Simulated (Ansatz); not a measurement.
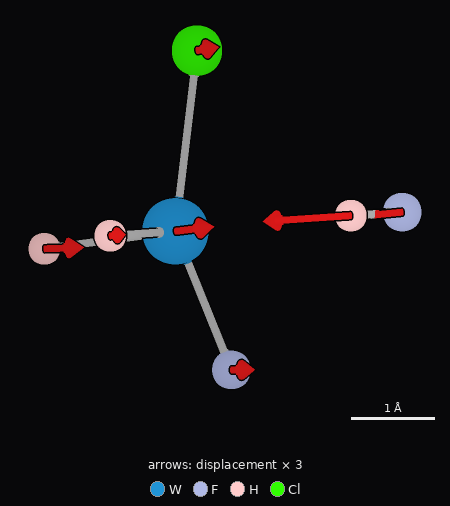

This is a relaxation of WH3ClF2. The starting structure is drawn; red arrows show the displacements, 3 times their true length. The two geometries are superimposed by the best rigid fit.

Style: ball-and-stick. Shown at a tilt.

The run prepares an end point of a later path (reaction) calculation, from a guessed geometry.

Method: RKS PBE/def2-SVP (Ansatz 0.2.0).

Input file:
```yaml
crystal:
  periodic: [false, false, false]
  atoms:
    - { symbol: W, position_ang: [-0.310784, 0.240366, -0.445086] }
    - { symbol: F, position_ang: [0.880748, 0.300466, 2.353542] }
    - { symbol: H, position_ang: [1.235981, -0.45313, 1.929905] }
    - { symbol: F, position_ang: [0.889346, 1.612666, -0.591375] }
    - { symbol: Cl, position_ang: [-2.161789, -0.478811, 0.594867] }
    - { symbol: H, position_ang: [0.526398, -1.163185, -0.857524] }
    - { symbol: H, position_ang: [-0.790301, 0.071628, -2.04483] }
basis:
  gaussian: { orbitals: def2-SVP }
hamiltonian:
  xc: pbe
relax:
  f_tol: 0.03
  max_steps: 50
```

Launched with:
```bash
ansatz run input.yaml --threads 2 --pin off --max-ram 3072MiB --backend cpu --events-out ev --progress --plain --runs-dir out
```

Describe the change and its energy.

The atom that moves furthest after the best rigid fit is H3 (0.44 Å). Largest moves by element: H 0.44 Å, F 0.29 Å, W 0.20 Å, Cl 0.12 Å. Among the contacts that change: W1–H3 2.918 → 2.291 Å, W1–F2 3.042 → 2.558 Å, F2–H3 0.935 → 0.973 Å. Among the angles between lasting bonds that change: H6–W1–H7 79.9° → 76.7°, F4–W1–H7 100.8° → 97.8°. After 8 geometry steps the energy has fallen by 0.121 eV. The largest force component goes from 0.33 to 0.013 eV/Å. The run took 21 s on 2 threads of Arm Neoverse V1, with other jobs on the host, peak memory 0.13 GiB.

Limits of the set-up: the start holds two separate molecules, 2.9 Å apart at their closest, whose relative position is a soft coordinate and is computed without a dispersion correction.
